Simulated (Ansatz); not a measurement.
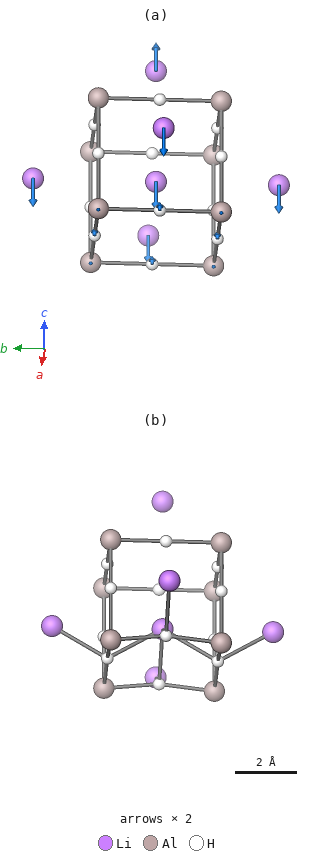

The structure of a crystal of Li2Al3H9 (a generated structure, set up in P4/mmm) (coarse preliminary run) before (top) and after (bottom) a relaxation, at one scale. The blue arrows give the displacements (the part carried along by the change of the cell is left out), magnified 2 times.

A ball-and-stick model of the atoms within 5.0 Å of the atom that moves most (axes of the cell of the calculation), seen from a free direction.

The calculation used DFT PBE, scalar-relativistic, plane waves, PAW in Ansatz. Set-up: plane-wave cutoff 420 eV; k-point mesh 4 × 4 × 2; occupations gaussian; smearing width 0.1 eV; no spin polarisation; cell and atoms relaxed; force threshold 0.04 eV/Å; at most 70 steps.

Describe what moved and what it gained.

The largest moves relative to the cell, 0.53 Å, are those of Li atoms. By element the largest moves are Li 0.53 Å, H 0.15 Å, Al 0.06 Å. The volume changes by −28.0 %, with a = b 4.097 → 3.684 Å (−10.1 %), c 12.291 → 10.942 Å (−11.0 %). Some distances before and after: H–Li 2.897 → 2.165 Å, Al–H 2.048 → 1.795 Å, Al–H 2.048 → 1.842 Å, Al–H 2.048 → 1.910 Å. The space group stays P4/mmm (No. 123). Over 6 accepted moves (7 points after the start) the energy falls by 186 meV per atom. The largest force component goes from 0.85 to 0.0086 eV/Å. Pressure: −9.09 GPa at the start and −0.13 GPa at the end. At 1 point the geometry stayed and the basis and grid were re-selected for the new cell (energy shift of 1.2 meV per atom at most each time). Cost: 18 s on 1 thread of Intel(R) Xeon(R) 6975P-C (Granite Rapids), with other jobs on the host, peak memory 0.48 GiB.

Limits of the set-up: the k-point mesh is coarse for a cell with partly filled bands.
